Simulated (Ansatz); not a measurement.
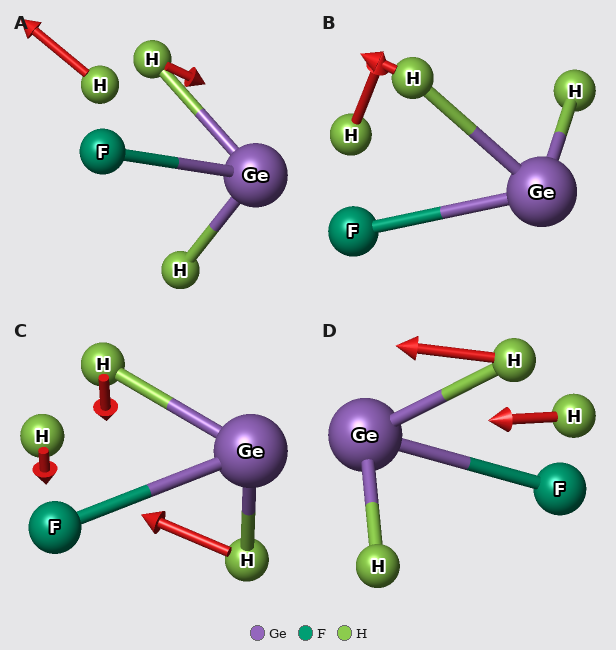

4 normal modes of one molecule or complex, as arrows. Harmonic vibrations computed with RKS PBE0-D4/def2-SVP (Ansatz 0.2.0) at a stationary point of the same level. It is a saddle point of order 1.

**Match the panels to the wavenumbers 1250i cm⁻¹, 803 cm⁻¹, 1071 cm⁻¹, 1714 cm⁻¹.**

A: 1714 cm⁻¹
B: 1250i cm⁻¹
C: 803 cm⁻¹, H–Ge–H bending
D: 1071 cm⁻¹
